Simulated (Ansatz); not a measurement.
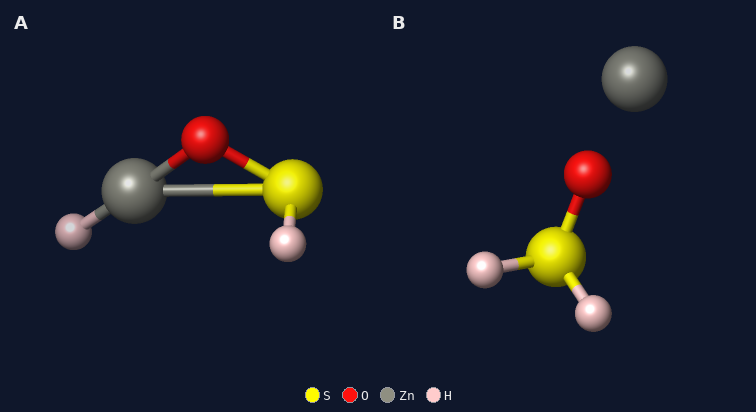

2 stationary structures of one formula. Geometries: PBE0-D4/def2-TZVP. Electronic energies: PBE0-D4/def2-TZVP (Ansatz 0.2.0), without zero-point energy. No frequency run is at hand to confirm each as a minimum.

Question: Rank them by energy, lowest first.

Answer: A is lowest (C1); B lies 19.5 kcal/mol above it (Cs).

Give E(B) − E(A) in kcal/mol at these levels too: ωB97M-V/def2-TZVPP; B3LYP-D4/def2-TZVPP; r2SCAN-D4/def2-TZVPP; PBE0-D4/def2-TZVPP; PBE0-D4/def2-TZVP; PBE-D4/def2-TZVPP; RHF-CCSD(T) (frozen core) with 3s3p of Cu, Zn/def2-TZVPP.

```csv
level,E(B) − E(A) (kcal/mol)
ωB97M-V/def2-TZVPP,+23.4
B3LYP-D4/def2-TZVPP,+16.5
r2SCAN-D4/def2-TZVPP,+24.0
PBE0-D4/def2-TZVPP,+20.0
PBE0-D4/def2-TZVP,+19.5
PBE-D4/def2-TZVPP,+17.3
"RHF-CCSD(T) (frozen core) with 3s3p of Cu, Zn/def2-TZVPP",+23.0
```
